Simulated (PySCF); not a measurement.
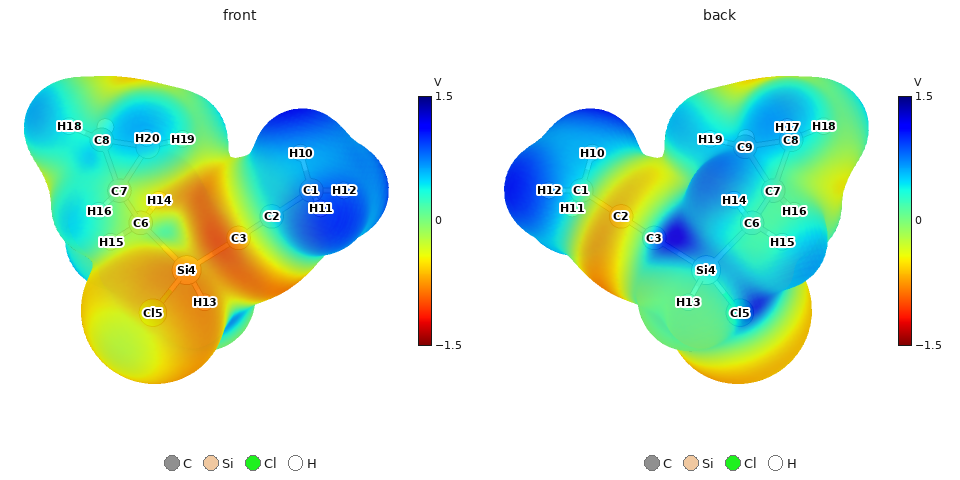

Figure 1: C7H11ClSi. The molecular electrostatic potential painted on the density surface at 0.002 e/bohr³, seen from the front and from behind; red is negative and blue positive.

Geometry: GFN2-xTB.

Method: PBE0/pcSseg-1, SCF density, gas phase, non-relativistic (PySCF).

```xyz
20

C     3.1518    1.5329    1.0477
C     2.3621    0.4162    0.5859
C     1.7049   -0.5145    0.1914
Si    0.6604   -1.9224   -0.3785
Cl    0.1451   -3.0320    1.2449
C    -0.9235   -1.2474   -1.2037
C    -1.7660   -0.4155   -0.2650
C    -2.6620    0.6567   -0.8071
C    -1.4278    1.0254   -0.0391
H     2.5406    2.4347    1.0752
H     3.5310    1.3314    2.0490
H     3.9941    1.6960    0.3759
H     1.4150   -2.7786   -1.2960
H    -0.6495   -0.6418   -2.0687
H    -1.5265   -2.0770   -1.5827
H    -2.1338   -0.9668    0.5924
H    -2.6632    0.8263   -1.8735
H    -3.6241    0.8138   -0.3433
H    -0.5936    1.4380   -0.5861
H    -1.5403    1.4353    0.9528
```

### Describe the electrostatic potential map.

The most negative region (about −0.9 V, or −21 kcal/mol for a unit charge) lies over C2 and C3, the most positive (about +1.1 V, or +25 kcal/mol for a unit charge) over Si4, H10, H11 and H12.
